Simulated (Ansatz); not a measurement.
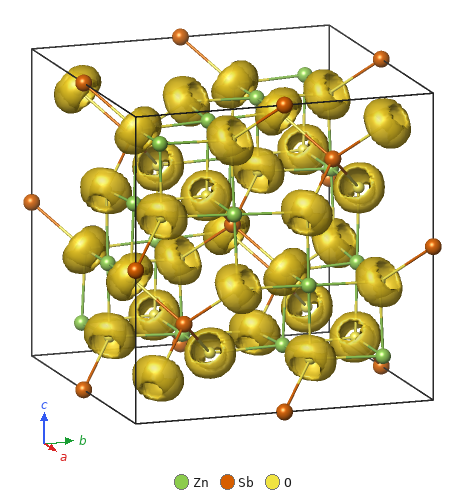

Figure. Zn₂SbO₄. Isosurface of the ELF at 0.8 (yellow), seen slightly off an axis. Only the valence region is drawn (cores and ρ < 0.01 e/Å³ removed). Sticks mark near contacts.

Space group Fd-3m; a generated structure, not necessarily the stable one.

Method: DFT PBE, scalar-relativistic, plane waves, PAW in Ansatz 0.2.0.

Core electrons are frozen (PAW), and the valence fields are smoothed inside the atomic spheres.

Q: Where are the electrons localised?

A: The ELF exceeds this value in 32 regions wrapped around O (the valence shell of each), counted in one cell of 56 atoms. Any copies at cell faces, edges or corners count once. Profiles from the grid: Sb–O (2.04 Å): the ELF peaks at about 0.75 in the valence shell of O, 0.6 Å from its nucleus, and is about 0.30 at the midpoint. Zn–O (2.14 Å): the ELF peaks at about 0.85 in the valence shell of O, 0.6 Å from its nucleus, and is about 0.20 at the midpoint (no localised pair shows between them).
